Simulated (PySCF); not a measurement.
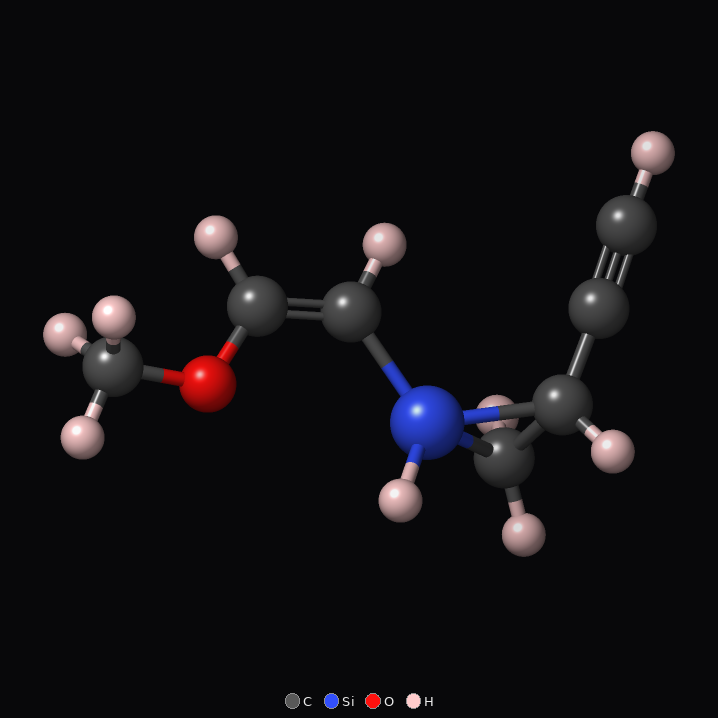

Double and triple bonds are drawn as two and three sticks.

The geometry was computed by an optimisation with PBE0-D3(BJ)/def2-SVP. No frequency run is at hand to confirm it as a minimum.

> Give the formula.

C7H10OSi, 19 atoms: 7 carbon, 10 hydrogen, 1 oxygen and 1 silicon.

> How many bonds of each kind are drawn?

9 C–H, 4 C–C, 3 C–Si, 2 C–O, 1 Si–H.

> Give the symmetry (Schoenflies symbol).

C1.

> Write the SMILES.

C#C[C@@H]1C[Si@@H]1/C=C\OC

> Name functional groups in it.

Among them: ether, alkene, alkyne, Si–H bond.

The parts below concern this one geometry. Atoms keep their numbers from picture to picture.

**Geometry**

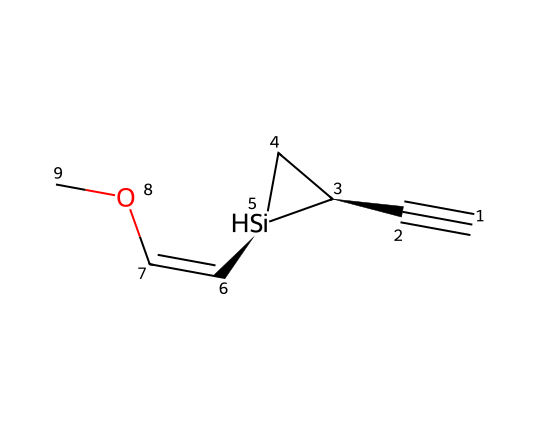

Skeletal drawing with numbered atoms; wedges and dashes mark any stereocentres. The configuration is that of a computed structure (PBE0-D3(BJ)/def2-SVP).

> Assign CIP descriptors.

C3: R; Si5: R; C6=C7: Z.

**Excitation**

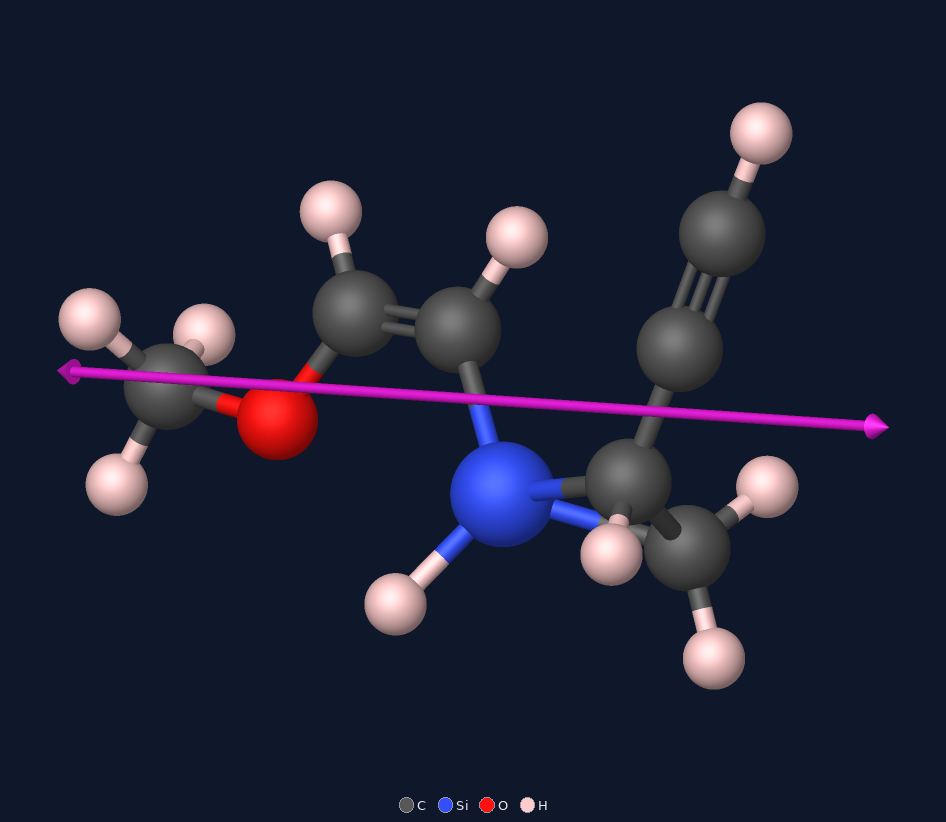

The double arrow shows the direction of the transition dipole to excited singlet state 1 (its length means nothing). No frequency run is at hand to confirm it as a minimum. Method: TDDFT ωB97X-D/def2-SVPD, vertical, gas phase, core orbitals frozen in the response (PySCF 2.14.0).

> Where does the transition lie, and how strong is it?

5.28 eV (235 nm), oscillator strength 0.43, mainly HOMO → LUMO (weight 0.91); transition dipole 4.63 D.

**NMR shielding**

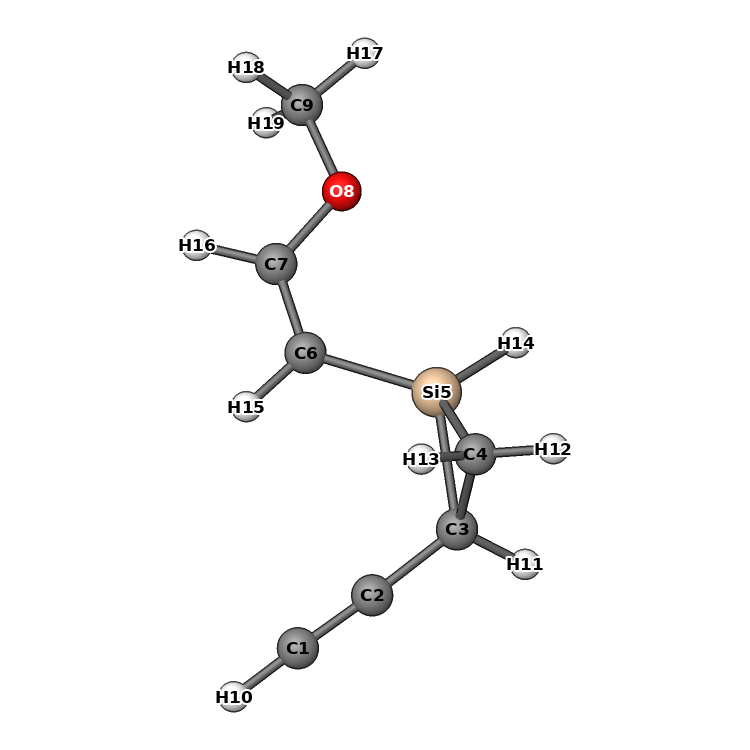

The questions are on isotropic NMR shieldings of the C atoms. No frequency run is at hand to confirm it as a minimum. Properties computed with GIAO PBE0/pcSseg-1 NMR shielding, non-relativistic, gas phase (PySCF 2.14.0).

List the isotropic NMR shieldings of the C atoms.

| atom | σ (ppm) |
| --- | --- |
| C1 | 114.8 |
| C2 | 93.7 |
| C3 | 186.8 |
| C4 | 178.2 |
| C6 | 92.5 |
| C7 | 13.1 |
| C9 | 125.9 |

**Ring current**

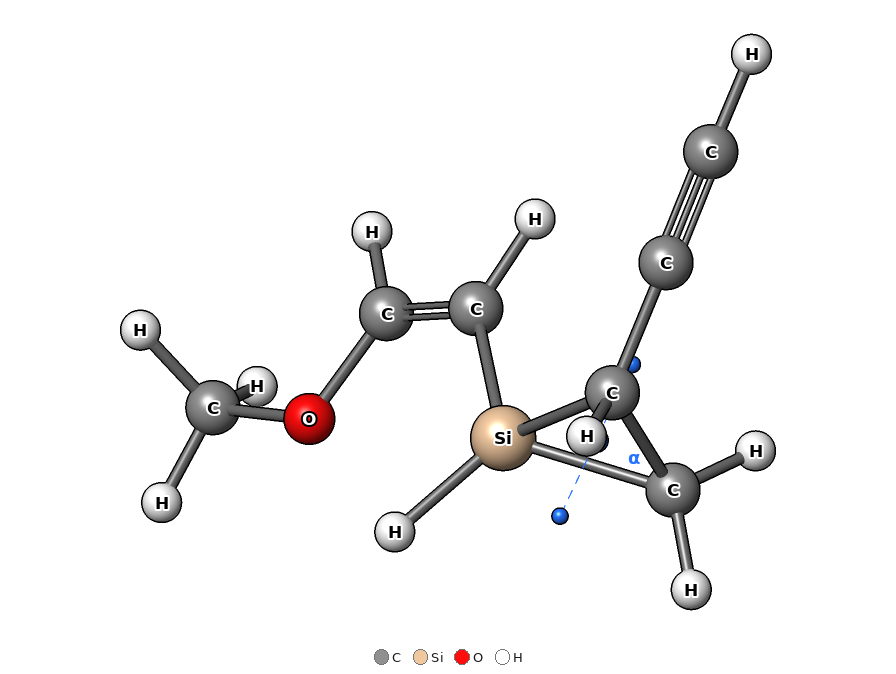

The small points mark where nucleus-independent chemical shifts (NICS) were computed: at the centre of each lettered ring and 1 Å above and below it. No frequency run is at hand to confirm it as a minimum. Level of theory: GIAO PBE0/pcSseg-1 NMR shielding, non-relativistic, gas phase (PySCF 2.14.0).

Give NICS(0), NICS(1) and the out-of-plane component NICS(1)zz for each ring (means of the two sides).

```csv
ring,members,NICS(0),NICS(1),NICS(1)zz
α,C2Si,−26.2,−7.7,−15.2
```

Values in ppm.
